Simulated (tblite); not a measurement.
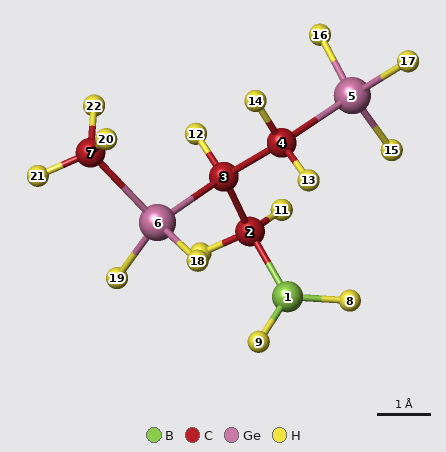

This is the input geometry for a relaxation of C₄H₁₅BGe₂. Style: ball-and-stick. Shown from a free direction.

Theory: tblite 0.8.0, GFN2-xTB geometry optimisation, gas phase.

```xyz
22

B    -1.4979   -1.9030   -0.3919
C    -0.9577   -1.0390    0.8025
C     0.0463    0.0042    0.4311
C    -0.4775    1.0501   -0.5441
Ge   -2.0070    2.0206    0.1892
Ge    1.5422   -0.9050   -0.3985
C     3.1587    0.1587   -0.1516
H    -2.6344   -1.7095   -0.6983
H    -0.8875   -2.7354   -0.9509
H    -0.3912   -1.7637    1.4751
H    -1.7868   -0.6601    1.4362
H     0.3997    0.5323    1.3568
H    -0.7576    0.6338   -1.5233
H     0.3430    1.7948   -0.6792
H    -3.2046    1.0598    0.4080
H    -1.6477    2.7947    1.4966
H    -2.4495    3.0859   -0.8667
H     1.2286   -1.1835   -1.8767
H     1.6942   -2.2644    0.3752
H     3.3664    0.6729   -1.1000
H     3.9597   -0.5186    0.1466
H     2.9502    0.8935    0.6624
```

### Where does the relaxation end?

After 114 geometry steps the energy has fallen by 0.570 eV. The largest move after the best rigid fit is that of H8, 0.91 Å. By element the largest moves are H 0.91 Å, B 0.23 Å, Ge 0.19 Å, C 0.13 Å. Some distances before and after: C3–Ge6 1.937 → 2.000 Å, Ge5–H16 1.561 → 1.499 Å, Ge6–H19 1.572 → 1.513 Å, Ge5–H15 1.551 → 1.496 Å. Bond angles that change, for instance: C2–C3–Ge6 107.3° → 114.0°, C3–C2–H11 113.9° → 108.4°, C3–Ge6–H19 105.7° → 110.8°. Groups turn about B1–C2 by about 55°, Ge6–C7 by about 40°, C4–Ge5 by about 20°. Cost: 1.1 s on 1 thread of Arm Neoverse V1, on a shared host.

Step by step:

```json
{"step": "0", "E − E(0), eV": "0.0000"}
{"step": "1", "E − E(0), eV": "-0.1613"}
{"step": "2", "E − E(0), eV": "-0.2496"}
{"step": "3", "E − E(0), eV": "-0.2943"}
{"step": "4", "E − E(0), eV": "-0.3273"}
{"step": "5", "E − E(0), eV": "-0.3459"}
{"step": "6", "E − E(0), eV": "-0.3673"}
{"step": "7", "E − E(0), eV": "-0.3868"}
{"step": "8", "E − E(0), eV": "-0.4079"}
{"step": "9", "E − E(0), eV": "-0.4253"}
{"step": "10", "E − E(0), eV": "-0.4373"}
{"step": "15", "E − E(0), eV": "-0.4655"}
{"step": "21", "E − E(0), eV": "-0.4833"}
{"step": "26", "E − E(0), eV": "-0.4891"}
{"step": "32", "E − E(0), eV": "-0.4954"}
{"step": "37", "E − E(0), eV": "-0.5048"}
{"step": "43", "E − E(0), eV": "-0.5167"}
{"step": "48", "E − E(0), eV": "-0.5234"}
{"step": "54", "E − E(0), eV": "-0.5323"}
{"step": "59", "E − E(0), eV": "-0.5414"}
{"step": "65", "E − E(0), eV": "-0.5489"}
{"step": "70", "E − E(0), eV": "-0.5527"}
{"step": "76", "E − E(0), eV": "-0.5581"}
{"step": "81", "E − E(0), eV": "-0.5620"}
{"step": "87", "E − E(0), eV": "-0.5654"}
{"step": "92", "E − E(0), eV": "-0.5670"}
{"step": "98", "E − E(0), eV": "-0.5686"}
{"step": "103", "E − E(0), eV": "-0.5694"}
{"step": "109", "E − E(0), eV": "-0.5699"}
{"step": "114", "E − E(0), eV": "-0.5701"}
```

Final geometry:

```xyz
22

B    -1.7220   -1.9126   -0.3239
C    -1.0906   -1.0436    0.8138
C     0.0278   -0.0775    0.4261
C    -0.4640    0.9603   -0.5750
Ge   -1.9728    2.0493    0.0874
Ge    1.6715   -0.9740   -0.2767
C     3.2154    0.2513   -0.1701
H    -2.7590   -2.4242   -0.1459
H    -1.1522   -2.0977   -1.3290
H    -0.6939   -1.7636    1.5434
H    -1.8599   -0.4825    1.3625
H     0.3474    0.4571    1.3324
H    -0.7667    0.4642   -1.4997
H     0.3524    1.6431   -0.8296
H    -3.3001    1.3624    0.0206
H    -1.7581    2.4589    1.5138
H    -2.1173    3.3147   -0.7029
H     1.5062   -1.4137   -1.7087
H     1.9740   -2.2318    0.5073
H     3.0502    1.1342   -0.7832
H     4.1236   -0.2329   -0.5183
H     3.3777    0.5774    0.8541
```

The end point in the same view:

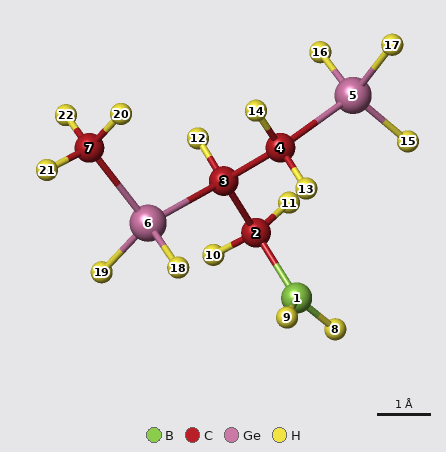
